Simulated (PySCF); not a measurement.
**N2H3 (hydrazinyl radical) at UM06-2X/STO-3G**

What is the vertical ionisation energy of N2H3 (hydrazinyl radical) at UM06-2X/STO-3G? Input form: a Python script.

The results are computed with PySCF 2.14.0.

6 further runs of the same task are left out: 6 set aside as unsound or not needed.

## (1) The molecule

The species is N2H3 (5 atoms), meant as a doublet with charge 0. As SMILES, `[NH]N`. The coordinates come from a GFN2-xTB relaxation. This is one conformer, not always the lowest.

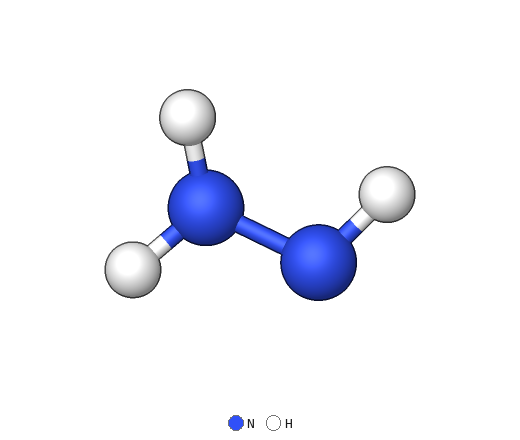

The structure, seen from a chosen angle (nitrogen blue, hydrogen white).

## (2) A single-point energy at UM06-2X/STO-3G

File run.py:

```python
from pyscf import gto, dft

mol = gto.Mole()
mol.atom = [
    ('N', (-0.174970, -0.805480, 0.447260)),
    ('N', (-0.126270, 0.251970, -0.365880)),
    ('H', (0.751750, -0.989150, 0.831090)),
    ('H', (-1.043070, 0.577800, -0.638700)),
    ('H', (0.592550, 0.964850, -0.273770)),
]
mol.verbose = 3
mol.max_memory = 1860
mol.spin = 1
mol.basis = 'sto-3g'
mol.build()

ks = dft.UKS(mol)
ks.xc = 'm06-2x'
ks.conv_tol = 1e-10
ks.grids.level = 5
ks.kernel()
if not ks.converged:
    ks = ks.newton().run(ks.mo_coeff, ks.mo_occ)

e_final = ks.e_tot
print(f'total energy: {e_final:.8f} hartree')
```

Command:

```
$ OMP_NUM_THREADS=1 python run.py
```

Output:

```text
WARN: HOMO -0.0734462928763734 >= LUMO -0.0734462928763725

converged SCF energy = -109.730691707785  <S^2> = 0.75168386  2S+1 = 2.0016832
total energy: -109.73069171 hartree
```

Wall time 5.1 s (1 thread of Arm Neoverse V2, shared host); peak memory 0.19 GiB.

## (3) The singlet cation at the same level

File job.py:

```python
from pyscf import gto, dft

mol = gto.M(
    atom='''
N     -0.330645    -1.522137     0.845199
N     -0.238616     0.476154    -0.691413
H      1.420602    -1.869223     1.570532
H     -1.971117     1.091884    -1.206968
H      1.119757     1.823302    -0.517350
''',
    unit='bohr',
    spin=0,
    basis='sto-3g',
    charge=1,
    verbose=3,
    max_memory=1860,
)

mf = dft.RKS(mol)
mf.xc = 'm06-2x'
mf.grids.level = 5
mf.conv_tol = 1e-10
mf.kernel()
if not mf.converged:
    mf = mf.newton().run(mf.mo_coeff, mf.mo_occ)

energy = mf.e_tot
print('E = %.10f Eh' % energy)
```

Command:

```
$ OMP_NUM_THREADS=1 python job.py
```

Output:

```text
converged SCF energy = -109.493868247799
E = -109.4938682478 Eh
```

It took 2.4 s on 1 thread of Arm Neoverse V2, shared host; peak memory 0.17 GiB.

## (4) Results

At UM06-2X/STO-3G:

```
                                          quantity          value
                        doublet N2H3: total energy  -109.73069 Eh
                       doublet N2H3: dipole moment         2.40 D
  doublet N2H3: HOMO energy (highest over α and β)       -3.93 eV
   doublet N2H3: LUMO energy (lowest over α and β)        4.31 eV
                                doublet N2H3: ⟨S²⟩          0.752
                      singlet cation: total energy  -109.49387 Eh
                       singlet cation: HOMO energy      -18.00 eV
                       singlet cation: LUMO energy       -9.00 eV
                     singlet cation: HOMO–LUMO gap        9.00 eV
vertical ionisation energy (to the singlet cation)       6.444 eV
```

**Reading.** The vertical ionisation energy comes to 6.44 eV (622 kJ/mol). Only the singlet of the ionised species was computed; a triplet could lie lower. In a minimal basis such a difference can be off by several eV, whatever the method. Mulliken charges (doublet N2H3) run from -0.32 on N2 to +0.22 on H4; they depend strongly on the basis.
